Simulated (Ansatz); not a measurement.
# One shape, several levels: BH3O (BH2(OH))

Wanted: a comparison of 5 runs (B3LYP/STO-3G, PBE/STO-3G, SVWN5/STO-3G, r2SCAN/STO-3G, BCCD(T)/STO-3G) of BH3O (BH2(OH)). 

Program for the calculation: Ansatz 0.2.0.

45 further runs of the same task are left out: 1 that didn't finish, 44 set aside as unsound or not needed.

### Step 1. Starting point

BH3O: 5 atoms, total charge 0, spin state singlet. As SMILES, `[H]B([H])O`. The O4–B1 distance was set to 3.313 Å, away from the relaxed value. At this shape a bond of the SMILES string is far longer than usual.

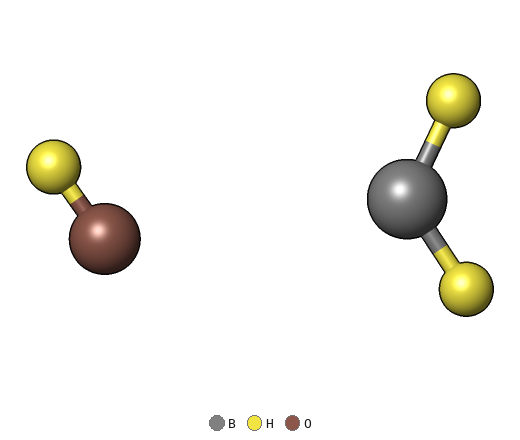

Viewed from a chosen angle; boron grey, hydrogen yellow, oxygen brown.

### Step 2. A single-point energy at B3LYP/STO-3G (run 1)

Contents of input.yaml:

```yaml
crystal:
  periodic: [false, false, false]
  atoms:
    - symbol: B
      position_ang: [0.916549, 2.134232, -0.532981]
    - symbol: H
      position_ang: [2.049129, 2.221792, -0.820091]
    - symbol: H
      position_ang: [0.212669, 3.083112, -0.505181]
    - symbol: O
      position_ang: [-0.159420, -0.918700, 0.174490]
    - symbol: H
      position_ang: [-1.082200, -1.025180, 0.410320]
basis:
  gaussian:
    orbitals: STO-3G
accuracy: high
hamiltonian:
  xc: {name: B3LYP}
```

Started as:

```console
ansatz run input.yaml --threads 1 --pin off --max-ram 2610MiB --events-out events.jsonl --progress --plain --runs-dir runs
```

Output:

```text
Warning: RAYON_NUM_THREADS=1 ignored (pool sized by the plan → 1); use --threads N
Functional definition: B3LYP
  name "B3LYP"
  parameter a0 = 0.2
  parameter ax = 0.72
  parameter ac = 0.81
  exchange = (1 - a0 - ax)*slater_x + ax*b88_x + a0*exact_x
  correlation = (1 - ac)*vwn_rpa_c + ac*lyp_c
194 factors; integrals over basis functions are off by at most 2.3e-8 eV
mean field evaluation 1: about -2714.3886 eV, gradient 2.9e1 eV
mean field evaluation 2: about -2581.5937 eV, gradient 9.7e1 eV
mean field evaluation 4: about -2716.4081 eV, gradient 2.3e1 eV
mean field evaluation 8: about -2721.0405 eV, gradient 3.1e1 eV
mean field evaluation 16: about -2725.8618 eV, gradient 2.4e-7 eV
mean field -2725.86179235 eV, -100.1735732133 hartree, gradient 7.3e-9 eV, S^2 0.000000; 2 other end points of the search recorded, 0 dependent functions left out
reference -2725.86182020 eV, -100.1735742369 hartree; 8, 8 occupied and 5, 5 virtual orbitals, 194 factors
Total energy: -2725.86182020 eV, -100.1735742369 hartree
```

Wall time 0.87 s (1 thread of Arm Neoverse V1, shared host).

### Step 3. The energy at PBE/STO-3G (run 2)

Contents of molecule.yaml:

```yaml
crystal:
  periodic: [false, false, false]
  atoms:
    - {symbol: B, position_ang: [0.916549, 2.134232, -0.532981]}
    - {symbol: H, position_ang: [2.049129, 2.221792, -0.820091]}
    - {symbol: H, position_ang: [0.212669, 3.083112, -0.505181]}
    - {symbol: O, position_ang: [-0.159420, -0.918700, 0.174490]}
    - {symbol: H, position_ang: [-1.082200, -1.025180, 0.410320]}
basis:
  gaussian: {orbitals: STO-3G}
hamiltonian: {xc: {name: PBE}}
accuracy: high
```

Started as:

```console
ansatz run molecule.yaml --threads 1 --pin off --max-ram 2610MiB --events-out events.jsonl --progress --plain --runs-dir runs
```

Output:

```text
Warning: RAYON_NUM_THREADS=1 ignored (pool sized by the plan → 1); use --threads N
Functional definition: PBE
  name "PBE"
  parameter kappa = 0.804
  parameter beta = 0.06672455060314922
  exchange = pbe_x(kappa = kappa, mu = beta*pi^2/3)
  correlation = pbe_c(beta = beta)
194 factors; integrals over basis functions are off by at most 2.3e-8 eV
mean field evaluation 1: about -2710.6510 eV, gradient 3.0e1 eV
mean field evaluation 2: about -2354.5897 eV, gradient 1.1e2 eV
mean field evaluation 4: about -2603.6892 eV, gradient 1.0e2 eV
mean field evaluation 8: about -2598.8607 eV, gradient 8.2e1 eV
mean field evaluation 16: about -2722.7454 eV, gradient 1.5e-3 eV
mean field evaluation 32: about -2722.0268 eV, gradient 9.2e0 eV
mean field -2722.74538885 eV, -100.0590474972 hartree, gradient 4.9e-9 eV, S^2 0.000000; 3 other end points of the search recorded, 0 dependent functions left out
reference -2722.74539080 eV, -100.0590475687 hartree; 8, 8 occupied and 5, 5 virtual orbitals, 194 factors
Total energy: -2722.74539080 eV, -100.0590475687 hartree
```

It took 0.85 s on 1 thread of Arm Neoverse V1, shared host.

Runs 3 to 4 aren't shown in full; the table further down has their settings and results.

### Step 4. The energy at BCCD(T)/STO-3G (run 5)

Edit molecule.yaml of step 3 so:

```diff
@@ -1 +1,4 @@
+basis:
+  gaussian:
+    orbitals: STO-3G
 crystal:
@@ -8,5 +11,9 @@
     - {symbol: H, position_ang: [-1.082200, -1.025180, 0.410320]}
-basis:
-  gaussian: {orbitals: STO-3G}
-hamiltonian: {xc: {name: PBE}}
+magnetization:
+  spin_polarized: false
+correlation:
+  method: bccd_t
+  frozen_orbitals: {B: 1, H: 0, O: 1}
 accuracy: high
+scf:
+  omitted_lower_state_checks: [cluster_reference, increment]
```

Started as:

```console
ansatz run molecule.yaml --threads 1 --pin off --max-ram 2610MiB --events-out events.jsonl --progress --plain --runs-dir runs
```

Output:

```text
Warning: RAYON_NUM_THREADS=1 ignored (pool sized by the plan → 1); use --threads N
[... 13 lines left out ...]
2 core orbitals not correlated: weight in the atoms' cores, before any rotation towards them, 1.000 or more for the frozen orbitals, at most 0.000 for the correlated occupied ones
[... 48 lines left out ...]
WARN: these amplitudes may be one of several solutions (largest doubles amplitude 0.89, level shift 16.27 eV)
Total energy: -2716.60000507 eV, -99.8332088086 hartree
Checks for a lower state left out: cluster_reference, increment
```

Run time: 0.18 s. Hardware: 1 thread of Arm Neoverse V1, shared host.

### Step 5. The series

```tsv
run	level	frozen core orbitals	energy (Eh)	wall time
1	B3LYP/STO-3G	–	-100.173574	0.87 s
2	PBE/STO-3G	–	-100.059048	0.85 s
3	SVWN5/STO-3G	–	-99.297554	0.74 s
4	r2SCAN/STO-3G	–	-100.129786	1.9 s
5	BCCD(T)/STO-3G	2	-99.833209	0.18 s
```

### Step 6. What came out

| quantity | value |
| --- | --- |
| run 5: total energy | -99.83321 Eh |
| run 5: correlation energy (2 core orbitals frozen) | -311.2 mEh |
| run 5: (T) correction | -4.06 mEh |

Totals of different functionals can't be ranked against each other. In run 5 the log says that unrestricted orbitals would lower the reference, so the values rest on an unstable closed-shell determinant (other closed-shell runs at this shape may share the fault). In runs 1, 2, 3, 4, 5 the basis is minimal, so the values are rough. All runs together took 4.5 s, the longest 1.9 s.
